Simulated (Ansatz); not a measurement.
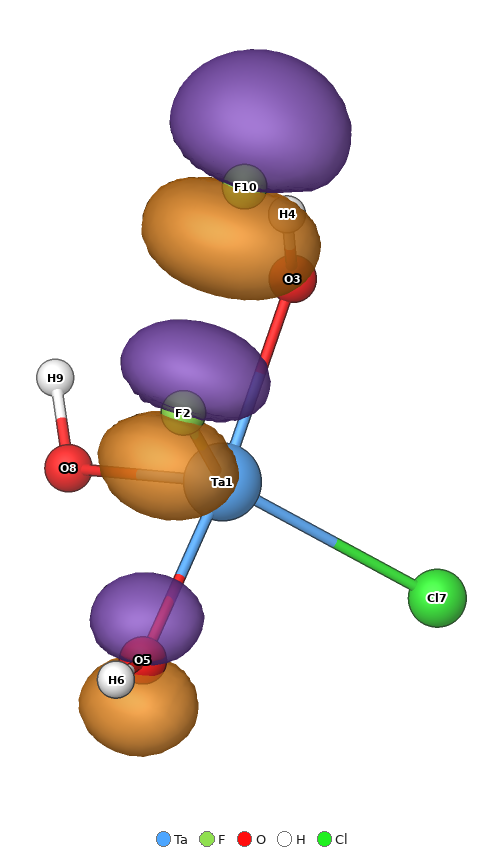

Figure 1: ClFH3O3Ta···F (doublet). The LUMO (β) at ±0.15 Å⁻³ᐟ² (orange and purple are the two phases), seen at an oblique angle.

Core potentials replace the inner electrons of Ta.

Method: UKS PBE/def2-SVP in Ansatz 0.2.0.

```
atom    x (Å)    y (Å)    z (Å)
  Ta  -0.3898  -0.0751  -0.0457
   F   1.5671  -0.2909  -0.4812
   O   0.3632  -0.1488   1.6720
   H   1.3750  -0.2549   1.7559
   O  -0.2855  -0.0117  -1.9769
   H   0.4651  -0.0167  -2.5982
  Cl  -1.6312   1.8614   0.2379
   O  -1.5444  -1.5730   0.0894
   H  -1.6906  -2.0523   0.9275
   F   2.7808  -0.4412   1.1953
```

Q: Where does this orbital lie, and at what energy?

A: By Hirshfeld shares it lies mainly on F10 (about 65 %), F2 (about 25 %) and O5 (about 10 %). Its energy is −6.81 eV.
